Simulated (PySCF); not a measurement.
**NMR shielding calculation of C₃H₄F₄**

System: C₃H₄F₄ (1,1,1,3-tetrafluoropropane), SMILES FCCC(F)(F)F.
Method: GIAO PBE0/pcSseg-1 NMR shielding, non-relativistic, gas phase (PySCF 2.14.0).

The geometry comes from this level: GFN2-xTB, NEB image 4 of 0 to 8. It belongs to a series of runs on one base structure; here: NEB image 4 of 0 to 8. Figures and captions count atoms from 1; the log counts them from 0 in places.

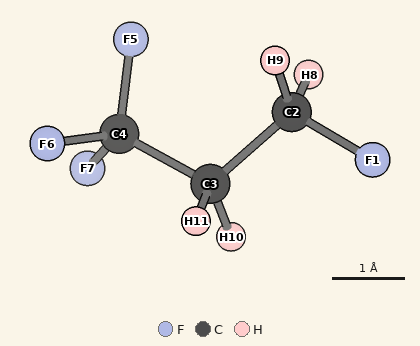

Fig. 1: The input geometry (ball-and-stick view, seen at a tilt; atoms are numbered from 1 in the order of the input). Bond lengths as drawn: C–C 1.52 to 1.53 Å, C–F 1.34 to 1.37 Å and C–H 1.09 to 1.10 Å.

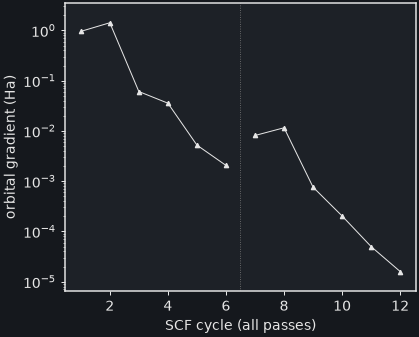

Fig. 2: Convergence of the self-consistent field: orbital gradient against the SCF cycle. The dotted line marks the change from a coarse to the final integration grid. The first 6 cycles use a coarse grid, the final grid takes over at cycle 7, and the field converges after 12 cycles in all.

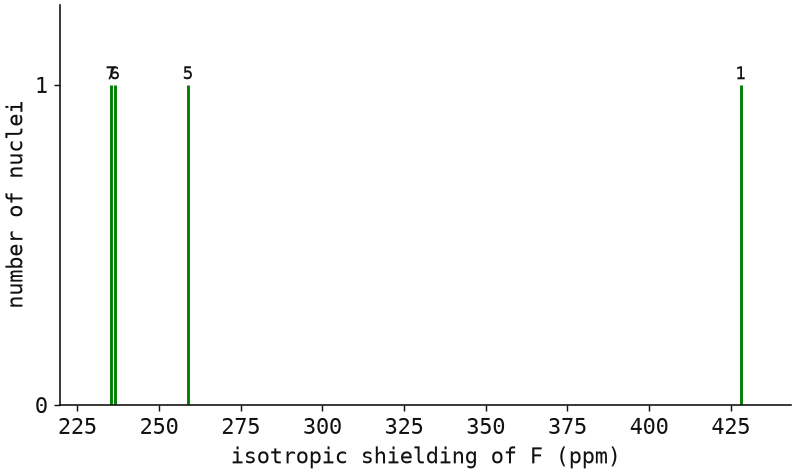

Fig. 3: Isotropic shieldings of the fluorine nuclei in this fixed geometry, labelled by atom number; shielding grows to the right, so chemical shift grows to the left. The least shielded is F7 (235.2 ppm), the most shielded F1 (428.0 ppm).

These pictures come from the run below.

**Input file**
```
{"job": {"kind": "nmr", "xc": "PBE0", "basis": "pcSseg-1", "pop": false}, "charge": 0, "multiplicity": 1}
F      2.419500    -0.295200    -0.051800
C      1.227100     0.297500     0.253600
C      0.082600    -0.542900    -0.312300
C     -1.268200     0.101400    -0.023900
F     -1.161200     1.279000     0.612800
F     -2.048600    -0.668600     0.745700
F     -1.959300     0.347900    -1.144400
H      1.240900     1.299500    -0.187200
H      1.170100     0.368500     1.344900
H      0.201000    -0.643500    -1.393700
H      0.101700    -1.541000     0.130500
```

The first line tells a small driver script what to run in PySCF; the rest is the geometry in Å.

Run as:
```bash
OMP_NUM_THREADS=1 python <driver script> task.json out
```

**What the program printed**
```
coarse grid: 10088 points
cycle   1  E = -515.3311558801  dE =  9.796e-01  |g| = 9.553e-01  |ddm| = 2.741e+00
cycle   2  E = -515.1790680670  dE =  1.521e-01  |g| = 1.420e+00  |ddm| = 1.208e+00
cycle   3  E = -515.4804973603  dE = -3.014e-01  |g| = 6.083e-02  |ddm| = 7.446e-01
cycle   4  E = -515.4810072866  dE = -5.099e-04  |g| = 3.566e-02  |ddm| = 5.925e-02
cycle   5  E = -515.4812812851  dE = -2.740e-04  |g| = 5.220e-03  |ddm| = 2.625e-02
cycle   6  E = -515.4812852893  dE = -4.004e-06  |g| = 2.061e-03  |ddm| = 3.380e-03
final grid: 101528 points
cycle   7  E = -515.5486266612  dE = -4.585e-05  |g| = 8.113e-03  |ddm| = 2.075e-02
cycle   8  E = -515.5486165467  dE =  1.011e-05  |g| = 1.156e-02  |ddm| = 1.159e-02
cycle   9  E = -515.5486392987  dE = -2.275e-05  |g| = 7.601e-04  |ddm| = 6.478e-03
cycle  10  E = -515.5486393987  dE = -9.993e-08  |g| = 2.030e-04  |ddm| = 6.836e-04
cycle  11  E = -515.5486394057  dE = -7.081e-09  |g| = 4.991e-05  |ddm| = 1.577e-04
cycle  12  E = -515.5486394061  dE = -4.040e-10  |g| = 1.593e-05  |ddm| = 3.881e-05
converged SCF energy = -515.5486394061

GIAO shielding tensors (ppm)
atom      isotropic    diamagn.    paramagn.     s11        s22        s33       span
  0 F      427.993     469.603     -41.610    393.412    430.329    460.239     66.827
  1 C      106.381     241.879    -135.498     67.818     81.496    169.830    102.012
  2 C      145.342     251.587    -106.245    122.794    134.235    178.996     56.202
  3 C       53.441     240.249    -186.808     51.681     53.626     55.016      3.335
  4 F      258.858     474.727    -215.869    174.020    258.308    344.247    170.226
  5 F      236.428     472.261    -235.833    166.209    206.739    336.336    170.127
  6 F      235.239     472.180    -236.941    166.372    203.652    335.693    169.321
  7 H       26.687      28.679      -1.992     21.938     28.259     29.865      7.927
  8 H       26.702      28.633      -1.932     22.075     28.342     29.688      7.612
  9 H       28.804      29.647      -0.843     25.242     28.878     32.292      7.049
 10 H       28.799      29.615      -0.816     25.326     28.775     32.296      6.970
```

**Results in brief**

| quantity | value |
| --- | --- |
| outcome | converged |
| total energy | −515.548639 hartree |
| HOMO | −9.92 eV |
| LUMO | 1.40 eV |
| dipole moment | 0.51 D |
| isotropic shielding, F | 235.2 to 428.0 ppm |
| isotropic shielding, C | 53.4 to 145.3 ppm |
| isotropic shielding, H | 26.7 to 28.8 ppm |
| hardware | 1 CPU thread, shared host |
| wall time | 26 s |
| peak memory | 0.7 GiB |
